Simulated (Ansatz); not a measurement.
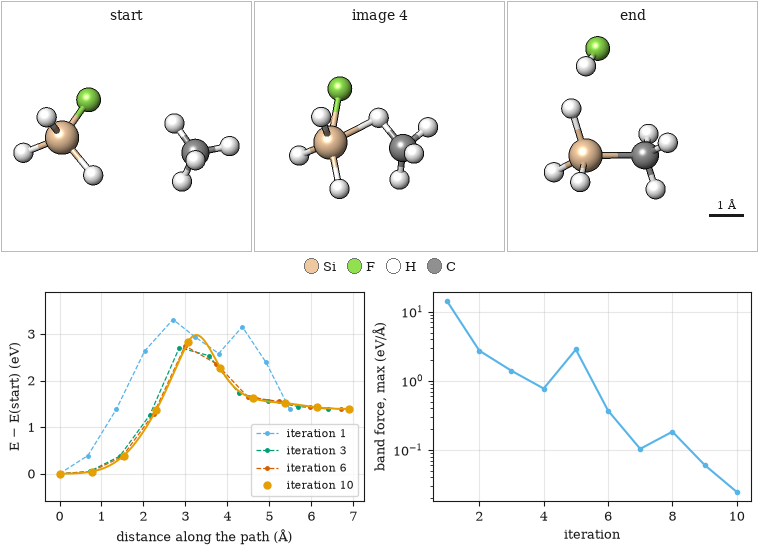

NEB run on CH7FSi, made up at the start of SiH$_{3}$F and CH$_{4}$. Images are numbered from 0 (start) to 9 (end). The plot follows the band through its iterations. A ball-and-stick model, seen at a tilt.

These are results of RKS B3LYP-D4/def2-TZVP in Ansatz, not measurements. Run with 8 movable images; no climbing image; force threshold 0.03 eV/Å; iteration limit 60; starting path through a guess of the saddle point.

> How did the profile develop, and is the result final?

The run is converged, with reservations. The band converged in 10 iterations. The largest component of the band force went from 14 to 0.025 eV/Å. No image climbed, so the highest image needn't lie on the saddle point, and the true maximum along this path can be higher. The first iteration put the highest image at 3.31 eV. The highest point, image 4, lies 2.82 eV above the start and 1.43 eV above the end; the end is at +1.39 eV relative to the start.

Limits of the set-up: the start holds two separate molecules, 2.7 Å apart at their closest, whose relative position is a soft coordinate.

Cost: 2.9 min on 4 threads of Arm Neoverse N1 (shared host), peak memory 0.28 GiB.
